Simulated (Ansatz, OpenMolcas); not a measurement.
**C2HF2 (SMILES [CH]=C(F)F): the energy, rung by rung**

C2HF2: 5 atoms, total charge 0, spin state doublet. SMILES: `[CH]=C(F)F`. The coordinates come from a PBE0-D4/def2-TZVP relaxation.

```
atom    x (Å)    y (Å)    z (Å)
   C  -0.0282   0.9127  -0.0149
   C   0.1636  -0.3661   0.1246
   F   1.0438  -0.9117   0.9325
   F  -0.4926  -1.3132  -0.5203
   H  -0.6366   1.6045  -0.5634
```

Quantity: the energy change with the C1–C2 bond stretched from 1.301 to 1.496 Å, in eV. The values are calculated.

| level | kind | program | value (eV) | less CCSD(T)/aug-cc-pVDZ | CPU time (all runs) |
| --- | --- | --- | --- | --- | --- |
| UHF/aug-cc-pVDZ | Hartree–Fock | Ansatz | 0.68 | +0.03 | 9.1 s |
| USVWN5/aug-cc-pVDZ | LDA | Ansatz | 0.78 | +0.13 | 9.9 s |
| UPBE/aug-cc-pVDZ | GGA | OpenMolcas | 0.68 | +0.03 | 95 s |
| UM06-L/aug-cc-pVDZ | meta-GGA | OpenMolcas | 0.82 | +0.17 | 2.4 min |
| UBHLYP/aug-cc-pVDZ | global hybrid | Ansatz | 0.95 | +0.30 | 39 s |
| UM06-2X/aug-cc-pVDZ | hybrid meta-GGA | OpenMolcas | 0.86 | +0.21 | 2.5 min |
| U-wB97X/aug-cc-pVDZ | range-separated hybrid | Ansatz | 0.86 | +0.21 | 97 s |
| RPA@PBE/aug-cc-pVDZ | RPA | Ansatz | 0.53 | -0.12 | 29 s |
| RPA@PBE0/aug-cc-pVDZ | RPA | Ansatz | 0.63 | -0.02 | 35 s |
| UCCSD(T)/aug-cc-pVDZ | coupled cluster or CI | Ansatz | 0.65 | 0.00 | 4.4 min |

UCCSD(T)/aug-cc-pVDZ is the highest level here, not the true value. Its T1 diagnostic reaches 0.049, a sign that one reference may not serve. The first shape isn't each level's own minimum. The values span 0.53 to 0.95 eV. Spin contamination of the reference (⟨S²⟩ at least 0.1 too high) touches UHF/aug-cc-pVDZ, UBHLYP/aug-cc-pVDZ, UCCSD(T)/aug-cc-pVDZ (up to 0.54 too high). CPU times are rough (shared hosts, several kinds of processor and program).

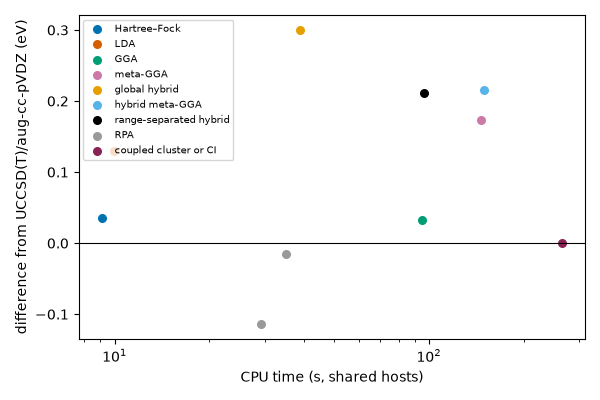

Difference from UCCSD(T)/aug-cc-pVDZ against processor time, one point a level.
